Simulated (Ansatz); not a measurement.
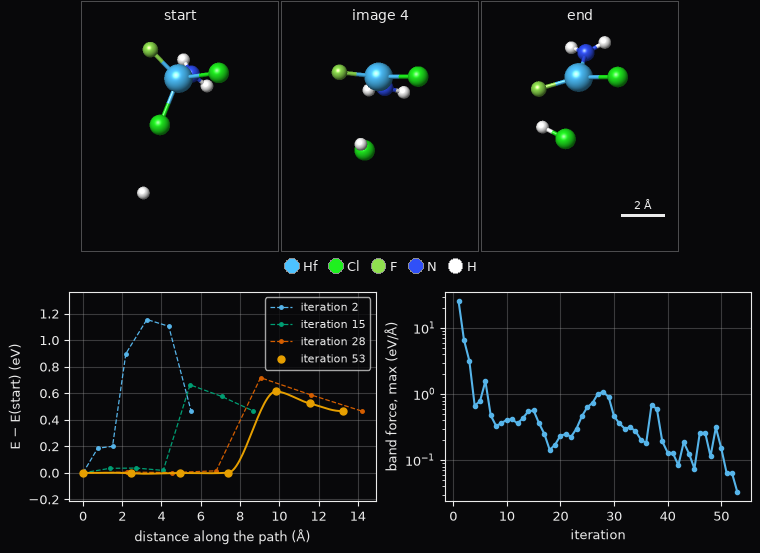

A search for the minimum-energy path of HfNH3Cl2F (multiplicity 2), made up at the start of HfNH2Cl2F and H by the nudged elastic band. Images are numbered from 0 (start) to 6 (end). The plot follows the band through its iterations. The picture is a ball-and-stick view, seen from a free direction.

Level of theory: UKS PBE-D4/def2-SVP in Ansatz 0.2.0. Run with 5 movable images; climbing image; force threshold 0.05 eV/Å; iteration limit 60; starting path through a guess of the saddle point.

> Judge this run.

The result is final at these settings. The band converged in 53 iterations. The largest component of the band force went from 25 to 0.033 eV/Å. The climbing image converged on the top of the path. Its vibrational analysis gives one imaginary mode (38i cm⁻¹), as a transition state must have. The first iteration put the highest image at 5.22 eV. The highest point, image 4, lies 0.61 eV above the start and 0.15 eV above the end; the end is at +0.47 eV relative to the start.

Limits of the set-up: the start holds two separate molecules, 3.3 Å apart at their closest, whose relative position is a soft coordinate.
